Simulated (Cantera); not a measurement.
Feed: 1 mol Si3N4, 0.011 mol H2O, 15 mol H2, 0.31 mol O2, equilibrated at 1.33 mbar.

Equilibrium computed with Cantera from the NASA thermochemical tables; the gas is ideal and each condensed phase is pure. Candidate condensed phases: H2O, Si, SiO2, Si2N2O, Si3N4; 35 gas species. Mutual solubility and eutectic melting of coexisting phases are not modelled. The tables' values for SiN are old estimates; treat these amounts as uncertain. Gases not in the tables: Si2H6 and higher silanes. Kinetics and transport are ignored.

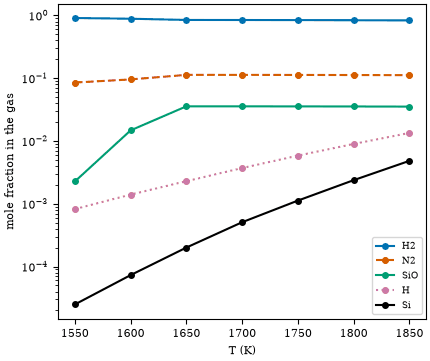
Fig. 1. Equilibrium gas composition (values under 1e-9 drawn at 1e-9)

From 1550 K to 1600 K the condensed part is Si(s) + Si2N2O(s). At 1650 K the condensed part is Si(s). From 1700 K to 1850 K the condensed part is Si(l). The main Si-bearing gas is SiO throughout. The share of Si in condensed phases is highest at 1550 K (98.7 %) and lowest at 1850 K (75.9 %).
